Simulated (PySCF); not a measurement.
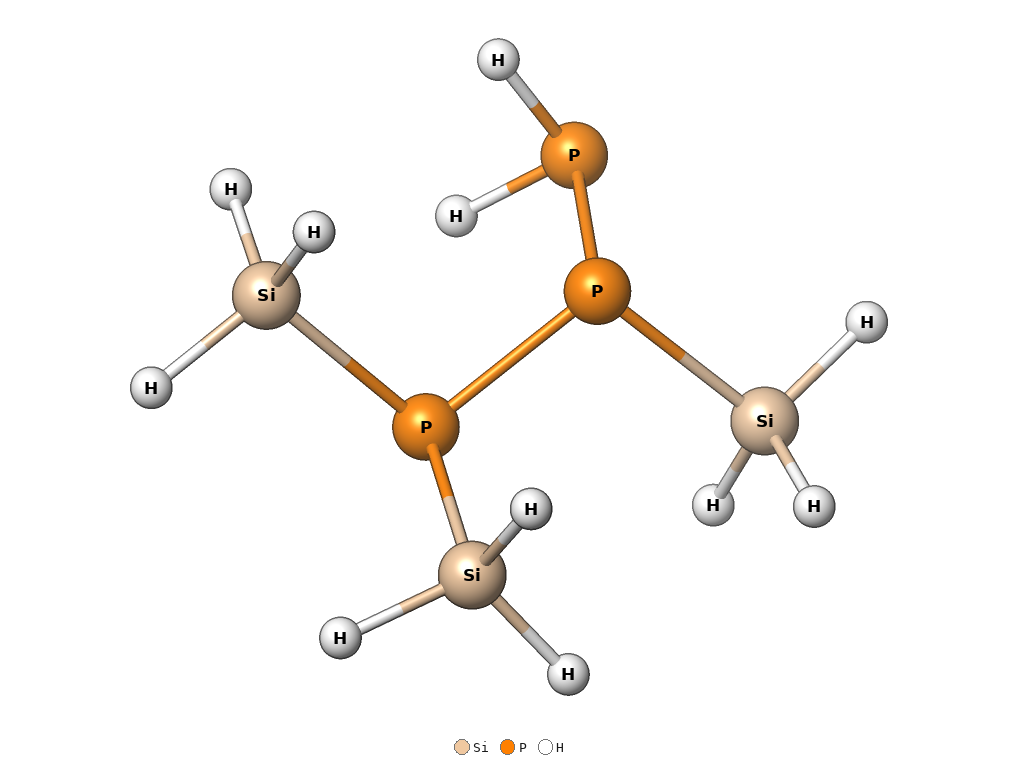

The geometry was computed by an optimisation with GFN2-xTB. No frequency run is at hand to confirm it as a minimum. Properties computed with PBE0/pcSseg-1, gas phase (PySCF 2.14.0).

Computed properties:

The species is H11P3Si3 (`[SiH3]P([SiH3])P([SiH3])P`).
- dipole moment: 1.02 D
- HOMO energy (Kohn–Sham orbital): −6.39 eV
- LUMO energy (Kohn–Sham orbital): −0.82 eV
- HOMO–LUMO gap: 5.56 eV

The geometry is semi-empirical. Around P, Si such bond lengths and angles can be off by a tenth of an ångström or more and by several degrees, and values that hang on the shape move with them.
